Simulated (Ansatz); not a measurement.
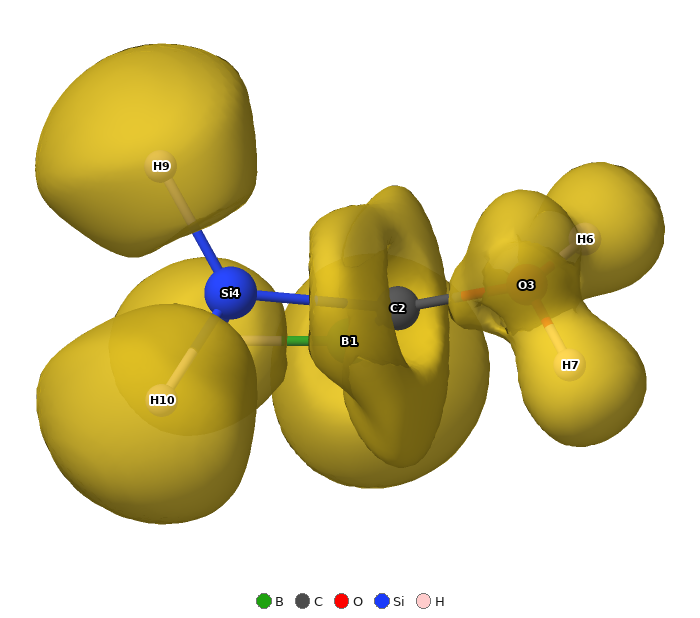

*CH6BOSi (charge +1). Isosurface of the electron localisation function at 0.75 (yellow), seen from one side. Only the valence region is drawn (cores and ρ < 0.01 e/Å³ removed).*

All numbers below come from RKS PBE0-D4/6-31G* in Ansatz 0.2.0.

```yaml
atoms:
  - { symbol: B, position_ang: [-0.6869, 0.1391, -0.9801] }
  - { symbol: C, position_ang: [0.3560, 0.2556, -0.0195] }
  - { symbol: O, position_ang: [1.5072, 1.1227, 0.1291] }
  - { symbol: Si, position_ang: [-0.5258, -0.9745, 0.9238] }
  - { symbol: H, position_ang: [-1.2050, 0.4962, -1.9855] }
  - { symbol: H, position_ang: [1.3271, 2.0411, -0.1635] }
  - { symbol: H, position_ang: [2.3020, 0.7813, -0.3334] }
  - { symbol: H, position_ang: [-1.4645, -0.8259, -0.4600] }
  - { symbol: H, position_ang: [-1.4614, -0.6334, 2.0167] }
  - { symbol: H, position_ang: [-0.1486, -2.4022, 0.8724] }
```

Question: Describe the localisation domains.

Answer: The ELF exceeds this value in four regions around hydrogen nuclei, one joined region spread over several atoms (B, C, Si), in which their bonds and any lone pairs are merged and one joined region spread over several atoms (H, O), in which their bonds and any lone pairs are merged. Profiles from the grid: C–B (1.42 Å): the ELF peaks at about 0.90 between the atoms (a covalent bond). C–O (1.45 Å): the ELF peaks at about 0.90 between the atoms (a polar covalent bond).
